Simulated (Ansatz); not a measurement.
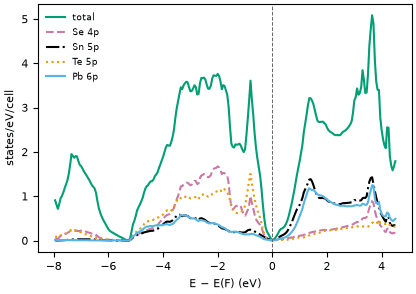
Figure: Total and projected density of states of SnTePbSe in space group P4/mmm (No. 123; Sn on 1d, Te on 1c, Pb on 1a, Se on 1b), the program Ansatz at the PBEsol level (PAW)

Task: Which orbitals carry the states next to the Fermi level?

Result: Within 0.5 eV of the Fermi level: Te 5p 26 %, Se 4p 21 %, Sn 5p 19 %, Sn 5s 14 %, Pb 6p 9 %. Projections are on Löwdin-orthogonalised atomic valence shells; empty p or d shells of many metals are not among them.

Task: Where is the tallest occupied peak in this window, and what makes it?

Result: Near -2.0 eV, about 3.8 states/eV per cell; the largest projected share is Se 4p.

The first step of the workflow began from a Materials Project structure, measured or hypothetical; the Crystallography Open Database copy checked does not list it. Its standing as an ambient phase is unchecked. The PBEsol relaxation kept the symmetry of its start. At this level the phase is dynamically unstable (imaginary phonons). Scalar-relativistic: spin–orbit coupling is off unless named, which matters more the heavier the elements.

Potentials: the later of the program's two PAW sets.
